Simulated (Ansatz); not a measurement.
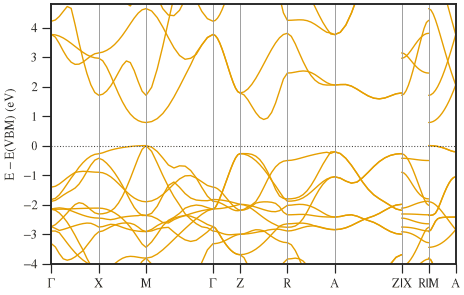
Fig. 1. Band structure from r²SCAN in the plane-wave PAW code Ansatz

Problem. Read off the gap and where the band edges lie.

Solution. About 0.8 eV (0.78 eV by a search for the band edges); maximum at M, minimum at M.

The material is PtS in space group P4_2/mmc (No. 131; Pt on 2c, S on 2e).

The first step of the workflow began from a Materials Project structure, measured or hypothetical; the Crystallography Open Database files this formula in space group No. 131, but the cells were not matched. Whether it is the stable phase at ambient conditions was not checked. Symmetry was held in the r²SCAN relaxation; its stability against distortions is not shown here. The run is not spin-polarised. Spin–orbit coupling is left out wherever it is not named.

Potentials: the earlier of the program's two PAW sets.
